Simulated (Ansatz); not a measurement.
# Single-point calculation of HfBr$_{3}$Cl

System: HfBr$_{3}$Cl, SMILES [Cl][Hf]([Br])([Br])[Br].
Method: RKS CAM-B3LYP/def2-SVPD (Ansatz 0.2.0).

The geometry comes from this level: PBE0-D4/def2-TZVP. Figures and captions count atoms from 1; the log counts them from 0 in places.

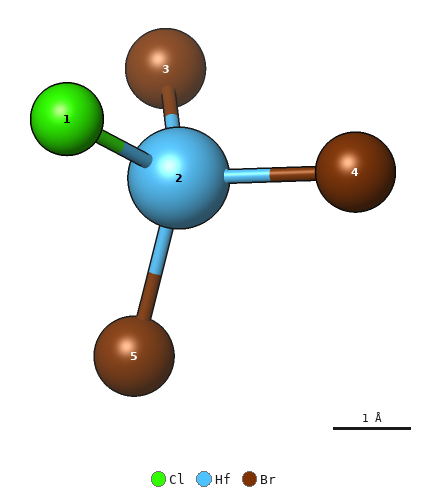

*The structure (ball-and-stick view, seen at a tilt; atoms are numbered from 1 in the order of the input). Sticks mark near contacts.*

**The input**
```yaml
crystal:
  periodic: [false, false, false]
  atoms:
    - {symbol: Cl, position_ang: [-0.685381, -0.259349, 2.214059]}
    - {symbol: Hf, position_ang: [0.001497, -0.017639, 0.018537]}
    - {symbol: Br, position_ang: [2.099322, -1.275287, -0.325569]}
    - {symbol: Br, position_ang: [-1.748181, -0.896670, -1.487208]}
    - {symbol: Br, position_ang: [0.382744, 2.375244, -0.461219]}
basis:
  gaussian: {orbitals: def2-SVPD}
hamiltonian: {xc: {name: CAM-B3LYP}}
output: {forces: true}
```

Machine: 4 threads of Arm Neoverse V1, 23 GiB of memory available, shared host.

Launch command:
```bash
ansatz run in.yaml --threads 4 --pin off --events-out ev --progress --plain --max-ram 11315MiB
```

**What the program printed**
```
Functional definition: CAM-B3LYP
  name "CAM-B3LYP"
  cite "Yanai, Tew & Handy, Chem. Phys. Lett. 393, 51 (2004) doi:10.1016/j.cplett.2004.06.011"
  cite "Iikura, Tsuneda, Yanai & Hirao, J. Chem. Phys. 115, 3540 (2001) doi:10.1063/1.1383587"
  cite "Becke, Phys. Rev. A 38, 3098 (1988) doi:10.1103/PhysRevA.38.3098"
  cite "Lee, Yang & Parr, Phys. Rev. B 37, 785 (1988) doi:10.1103/PhysRevB.37.785"
  cite "Vosko, Wilk & Nusair, Can. J. Phys. 58, 1200 (1980) doi:10.1139/p80-159"
  parameter alpha = 0.19
  parameter beta = 0.46
  parameter omega = 0.33/bohr
  parameter ac = 0.81
  # Exact exchange under (alpha + beta erf(omega r))/r, Becke's under what is left of 1/r.
  exchange = (1 - alpha - beta)*b88_x + beta*b88_x_sr(omega) + alpha*exact_x + beta*exact_x_lr(omega)
  correlation = (1 - ac)*vwn5_c + ac*lyp_c
1744 factors; integrals over basis functions are off by at most 5.6e-4 eV
501 factors; integrals over basis functions are off by at most 2.2e-5 eV
mean field evaluation 1: about -223954.8821 eV, gradient 2.6e1 eV
mean field evaluation 2: about -223950.8278 eV, gradient 5.0e1 eV
mean field evaluation 4: about -223957.0892 eV, gradient 1.1e0 eV
mean field evaluation 8: about -223957.1453 eV, gradient 2.3e-2 eV
mean field evaluation 16: about -223957.1453 eV, gradient 2.7e-5 eV
mean field -223957.14526342 eV, -8230.2732848255 hartree, gradient 2.7e-5 eV, S^2 0.000000; 0 other end points of the search recorded, 0 dependent functions left out
the calculation of the forces begins
reference -223957.14540413 eV, -8230.2732899965 hartree; 67, 67 occupied and 118, 118 virtual orbitals, 1744 factors
Total energy: -223957.14540413 eV, -8230.2732899965 hartree
Atom 0 at    -0.685381    -0.259349     2.214059 Å, force    -0.119825    -0.041949     0.383547 eV/Å
Atom 1 at     0.001497    -0.017639     0.018537 Å, force     0.061925     0.022351    -0.198948 eV/Å
Atom 2 at     2.099322    -1.275287    -0.325569 Å, force     0.171144    -0.103580    -0.026284 eV/Å
Atom 3 at    -1.748181    -0.896670    -1.487208 Å, force    -0.143218    -0.071734    -0.121190 eV/Å
Atom 4 at     0.382744     2.375244    -0.461219 Å, force     0.029974     0.194912    -0.037125 eV/Å
Dipole moment:     0.008316     0.002925    -0.026649 e Å
```

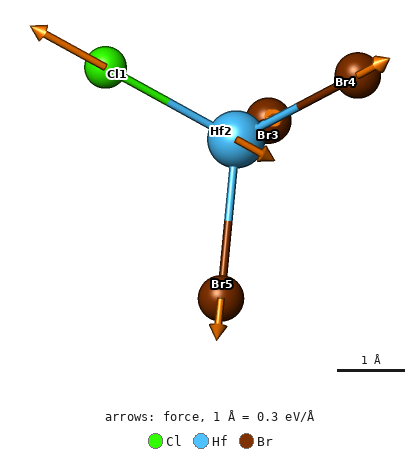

*Forces on the atoms as orange arrows (ball-and-stick view, seen at a tilt; atoms are numbered from 1 in the order of the input).*

The largest act on Cl1 (0.40 eV/Å); Hf2 (0.21 eV/Å); all 3 Br atoms (0.20 eV/Å). The geometry is not a stationary point of this energy.

**Key numbers**

```tsv
quantity	value
outcome	converged
total energy	−223957.1454 eV
SCF solution under orbital rotations	stable
largest force (length of the vector)	0.404 eV/Å
dipole moment	0.13 D
wall time	8.5 s (CPU time 31 s)
peak memory	0.93 GiB
```
